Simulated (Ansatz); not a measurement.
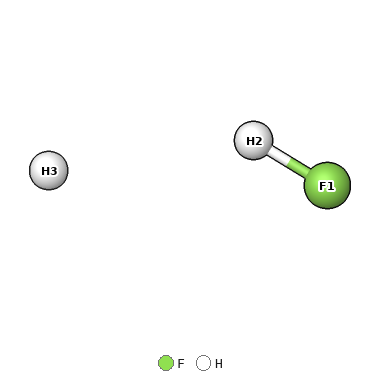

The system is F + H₂, spin multiplicity 2; the picture shows the reference structure. Coordinates scanned: (1) distance F1–H2; (2) distance H2–H3. Nothing is relaxed (the angle F1–H2–H3 is fixed at 140 degrees). The scan uses a 17 × 17 grid. Points are written as (first, second). Energies are in kJ/mol, from the lowest grid point. In part of the range the unrestricted reference is strongly spin-contaminated. These are results of UKS PBE0-D4/aug-cc-pVTZ in Ansatz 0.2.0, not measurements.

Its coordinates:

```xyz
3

F    -0.9100    0.0000    0.0000
H     0.0000    0.0000    0.0000
H     1.6792    1.4090    0.0000
```

Range: distance F1–H2 from 0.728 to 2.328 Å; distance H2–H3 from 0.592 to 2.192 Å.

What landscape does the calculation give?

The lowest grid point is at (0.910 Å, 2.192 Å). It lies in a valley that leaves the map towards separated partners. The highest grid point, (0.728 Å, 0.592 Å), lies 695 kJ/mol above the lowest.

```csv
"distance H2–H3 ↓, distance F1–H2 →",0.772,0.910,1.081,1.274,1.485,1.711,1.949,2.199
2.192,94,0,51,171,304,415,480,516
1.937,96,1,50,167,296,401,463,498
1.693,101,4,49,161,282,375,431,463
1.460,113,11,49,150,256,331,375,398
1.242,137,26,50,133,214,267,294,308
1.039,183,55,56,110,162,193,209,216
0.856,266,111,79,99,122,137,145,149
0.699,403,215,143,129,130,134,137,138
0.592,571,352,248,210,197,194,193,193
```

The table holds every second grid line.

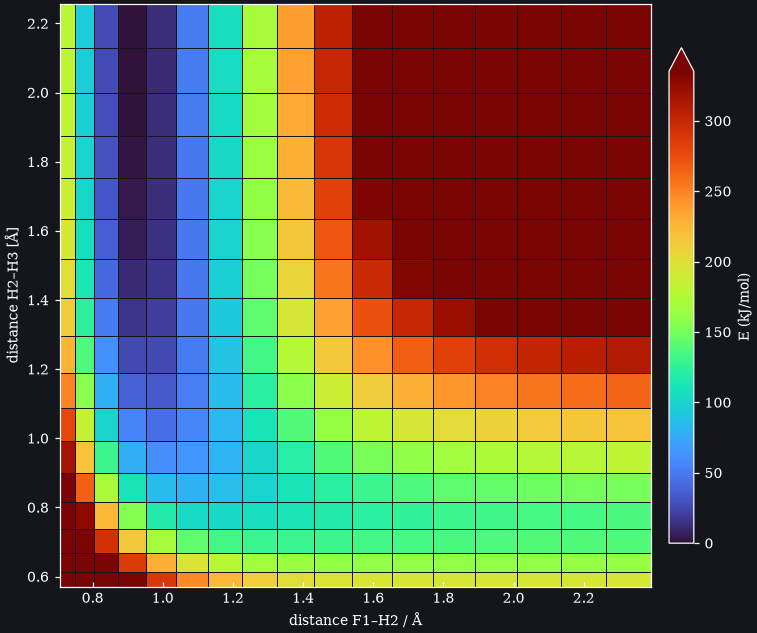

The picture shows one coloured cell a grid point, one colour for all values above the top of the scale.

The whole map (289 points run) took 11 min on 1 thread of Arm Neoverse V2, on a shared host.
